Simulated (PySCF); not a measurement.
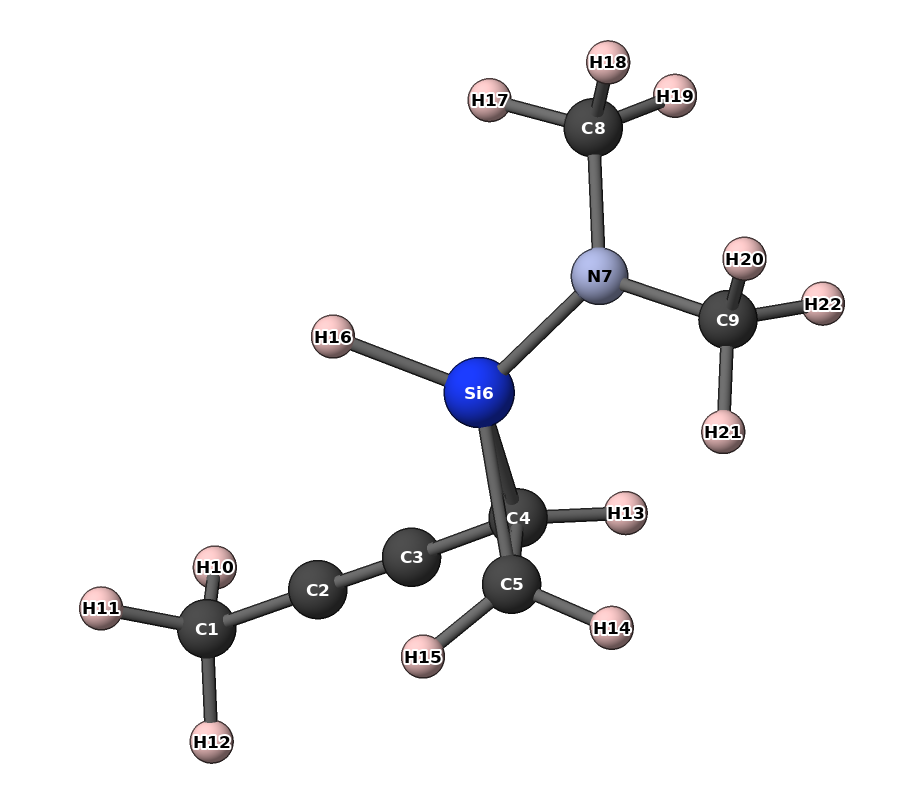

The questions are on isotropic NMR shieldings of the C atoms. Computed geometry: PBE0-D3(BJ)/def2-SVP optimisation. No frequency run is at hand to confirm it as a minimum. Level of theory: GIAO PBE0/pcSseg-1 NMR shielding, non-relativistic, IEF-PCM tetrahydrofuran (PySCF 2.14.0).

List the isotropic NMR shieldings of the C atoms.

| atom | σ (ppm) |
| --- | --- |
| C1 | 180.4 |
| C2 | 107.6 |
| C3 | 97.0 |
| C4 | 183.8 |
| C5 | 180.8 |
| C8 | 145.7 |
| C9 | 145.6 |
